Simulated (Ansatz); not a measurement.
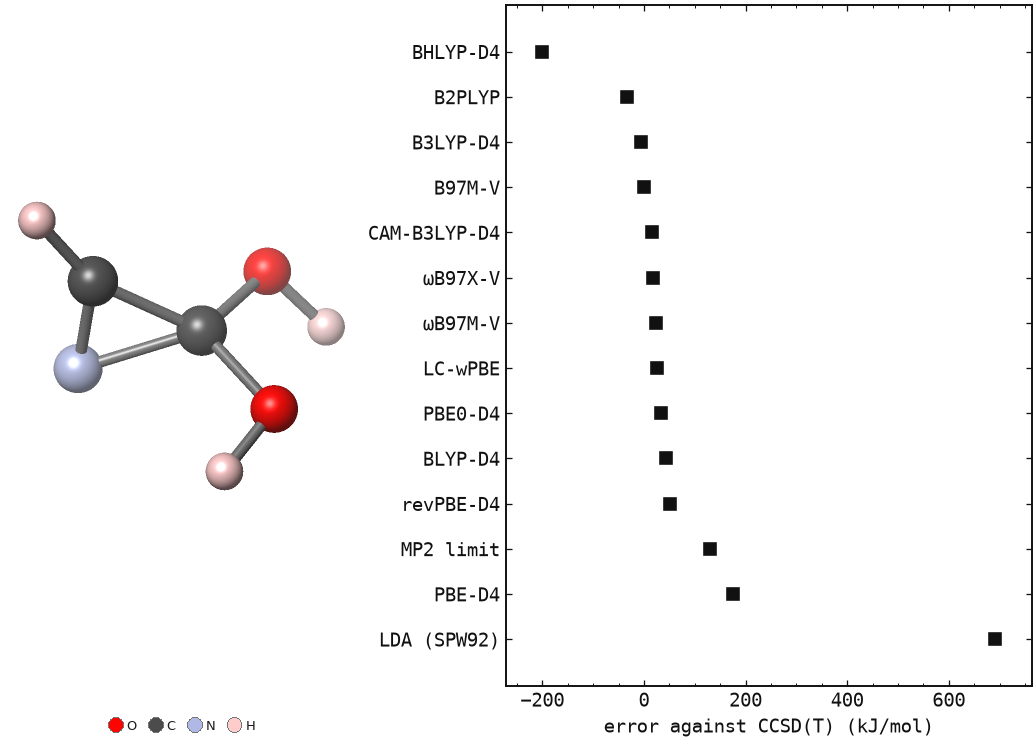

Error in the electronic atomisation energy (method less reference, so positive means overbinding) of C₂H₃NO₂, SMILES OC1(O)C=N1: functionals in def2-TZVPP against frozen-core CCSD(T) at the limit (MP2 extrapolated from triple and quadruple zeta, plus CCSD(T) less MP2 in a smaller set), which gives 3261.3 kJ/mol, at a PBE0-D4/def2-TZVP geometry (a minimum by its frequencies), no zero-point or spin-orbit term, the Ansatz code 0.2.0. The reference leaves out core correlation, a term that grows with the number of heavy atoms. B2PLYP holds a correlation term that converges slowly with the basis, so part of the distance to the limit is basis error. No dispersion term is added to B2PLYP and LC-wPBE. Limit means the basis limit.

**What range do the values span?**

From −201.1 kJ/mol (BHLYP-D4) to 691.7 kJ/mol (LDA (SPW92)).

**Give the values.**

| level | kJ/mol |
| --- | --- |
| BHLYP-D4 | −201.1 |
| B2PLYP | −34.0 |
| B3LYP-D4 | −5.1 |
| B97M-V | −0.4 |
| CAM-B3LYP-D4 | 16.6 |
| ωB97X-V | 17.9 |
| ωB97M-V | 23.6 |
| LC-wPBE | 25.9 |
| PBE0-D4 | 32.9 |
| BLYP-D4 | 44.2 |
| revPBE-D4 | 50.5 |
| MP2 limit | 129.3 |
| PBE-D4 | 176.1 |
| LDA (SPW92) | 691.7 |
